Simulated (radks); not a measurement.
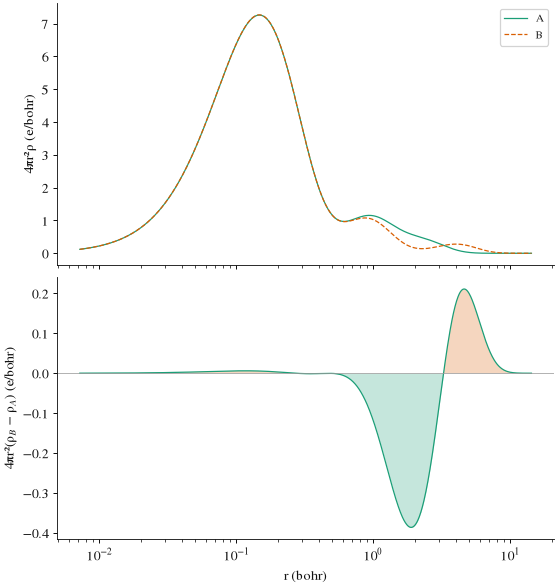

N³⁺ (Z = 7, 4 electrons) was computed in two configurations: [He] 2s1 3d1 (3d3/2: 1); [He] 2s1 4f1 (4f5/2: 1). Method: Dirac Kohn-Sham, LDA (Slater exchange, Perdew-Wang correlation), spin-unpolarised, spherical densities, finite nucleus; computed with the in-house radial solver radks.

The plot shows both radial densities and the radial density of run B less that of run A; on the logarithmic r axis, areas aren't charges.

Q: Which run is A and which is B? Where does the charge move?

Answer: A is [He] 2s1 3d1 (3d3/2: 1); B is [He] 2s1 4f1 (4f5/2: 1). B holds 0.59 electrons more than A where the difference is positive (most at r = 4.6 bohr) and 0.59 electrons fewer where it is negative (most at r = 1.9 bohr), with no net change. The energy of B less that of A is 11.6 eV.
